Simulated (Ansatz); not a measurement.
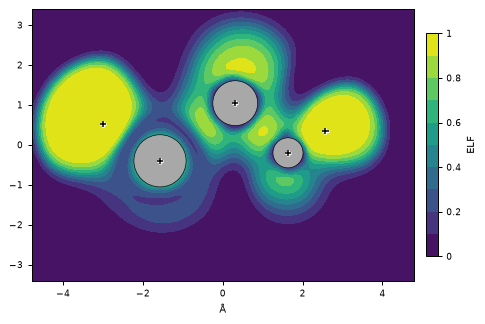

The ELF on a plane through atoms (crosses mark nuclei in the plane; grey discs cover the cores).

The calculation used RKS PBE0-D4/def2-TZVPP (Ansatz).

Candidates:
A. CH5ClSSn (SMILES C[S][SnH2][Cl])
B. AlFGeH4 (SMILES [F][AlH][GeH3])
C. C2HCl3Ge (SMILES C#[C][Ge]([Cl])([Cl])[Cl])

> Which candidate gave the map?

Candidate A: CH5ClSSn on the plane of atoms S2, Sn3 and H8, which holds C, S, Sn and H. C–S (1.82 Å): the ELF peaks at about 0.90 between the atoms (a shared electron pair). Sn–S (2.37 Å): the ELF peaks at about 0.85 in the valence shell of S, 0.9 Å from its nucleus, and drops to about 0.20 between the two atoms.
